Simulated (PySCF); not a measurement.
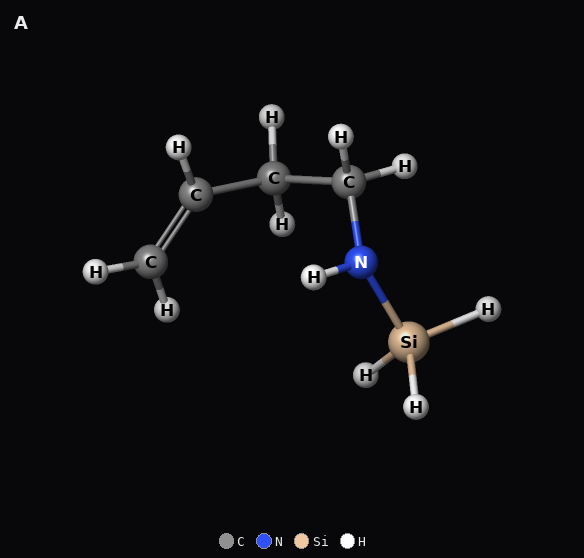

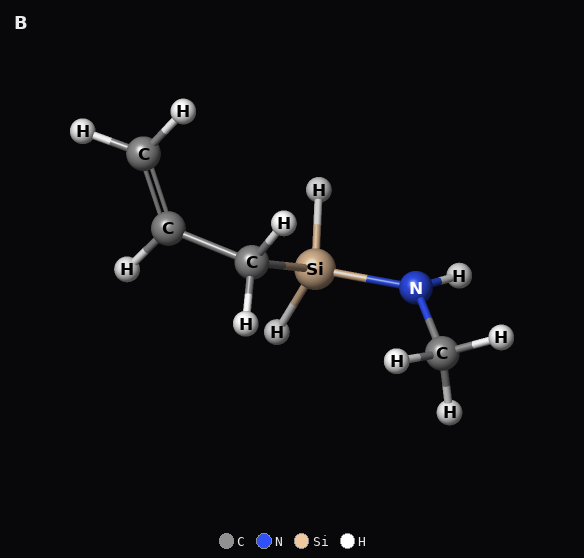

2 stationary structures of one formula. Geometries: GFN2-xTB. Electronic energies: PBE0/pcSseg-1 (PySCF 2.14.0), without zero-point energy. No frequency run is at hand to confirm each as a minimum. Each is one conformer, not always the lowest.

Are they conformers, stereoisomers or constitutional isomers?

They are constitutional isomers of C4H11NSi: A `C=CCCN[SiH3]`, B `C=CC[SiH2]NC`.

Rank them by energy, lowest first.

B is lowest; A lies 0.263 eV above it.

The geometry is semi-empirical. Around Si such bond lengths and angles can be off by a tenth of an ångström or more and by several degrees, and values that hang on the shape move with them.
